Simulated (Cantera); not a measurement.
A closed system holds: 1 mol SiC, 1.3 mol CO₂, a varied amount of H₂, at 1002 °C and 0.100 bar.

These are equilibrium values from Cantera (NASA tables, ideal gas, pure condensed phases), not measurements of a reactor. Candidate condensed phases: C, C₆H₆, C₇H₈, C₈H₁₈, H₂O, Si, SiC, SiO₂; 123 gas species. Mutual solubility and eutectic melting of coexisting phases are not modelled. The tables hold silica as quartz up to 1696 K and as liquid above; real silica turns to tridymite and cristobalite and melts near 1996 K. The numbers say what is thermodynamically allowed, not how fast it happens.

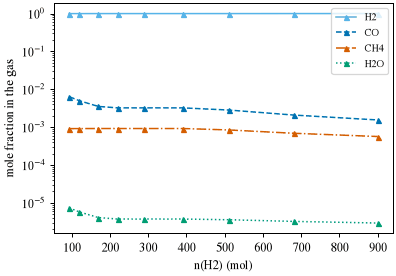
Equilibrium gas composition (values under 1e-9 drawn at 1e-9)

Read off the mole fractions at 170 mol H₂.

H₂ about 1.00, CO about 0.0035, CH₄ about 0.00092, H₂O about 4.1e-6.
